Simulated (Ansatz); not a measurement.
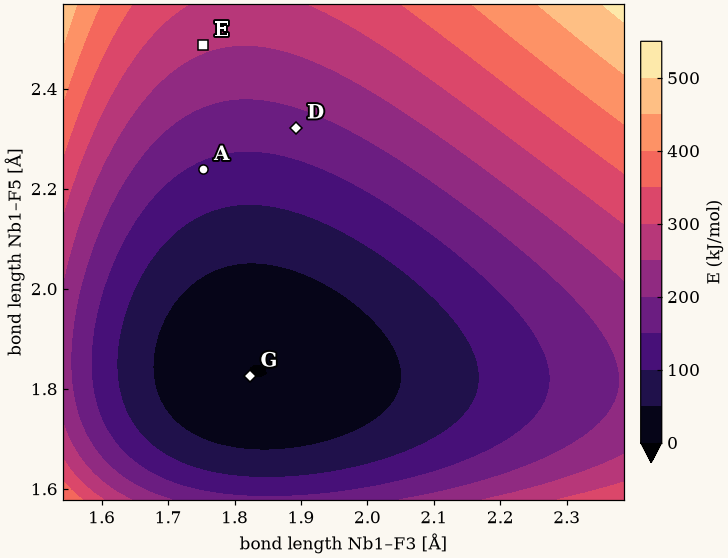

NbSeF3. First axis: bond length Nb1–F3. Second axis: bond length Nb1–F5. Nothing is relaxed (all other coordinates rigid). The scan uses a 13 × 13 grid. All energies are given in kJ/mol relative to the lowest grid point. Method: Ansatz, RHF/def2-TZVP.

The picture shows filled contours, lettered points. Between grid points the surface is interpolated.

**Is D the lowest point of the computed grid?**

No. D lies 180 kJ/mol above the lowest grid point, which is at bond length Nb1–F3 = 1.823 Å, bond length Nb1–F5 = 1.826 Å.

**What kind of point is each of A, D, E, G: minimum, saddle, maximum or slope?**

A: on a slope; D: on a slope; E: on a slope; G: minimum. (In these two coordinates alone; a stationary point may lie a little off the grid point.)

**Rank the lettered points by energy, lowest first.**

G (0 kJ/mol), A (141 kJ/mol), D (180 kJ/mol), E (257 kJ/mol).
